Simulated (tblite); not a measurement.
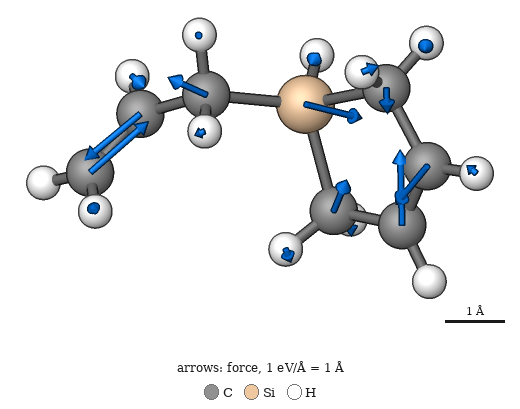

Starting geometry of C7H12Si with the computed forces as blue arrows. The picture is a ball-and-stick view, seen at a tilt.

Method: GFN2-xTB geometry optimisation, gas phase (tblite 0.8.0). 

Is this structure relaxed? If not, where do the atoms go?

Answer. It isn't relaxed: the largest force vector, on a C atom, is 1.38 eV/Å. The final displacements have little in common with the starting forces (cosine between the two patterns 0.16). After 73 geometry steps the energy has fallen by 13.5 kJ/mol. The largest move after the best rigid fit is that of an H atom, 0.26 Å. By element the largest moves are H 0.26 Å, C 0.16 Å, Si 0.05 Å. Near-neighbour distances that change, for instance: C–Si 1.869 → 1.912 Å, C–C 1.346 → 1.321 Å, H–Si 1.496 → 1.472 Å, C–C 1.518 → 1.500 Å. Bond angles that change, for instance: C–C–Si 115.6° → 110.3°, H–C–H 109.9° → 106.2°, Si–C–H 110.7° → 114.2°. Cost: 0.54 s on 1 thread of Arm Neoverse V1, on a shared host.
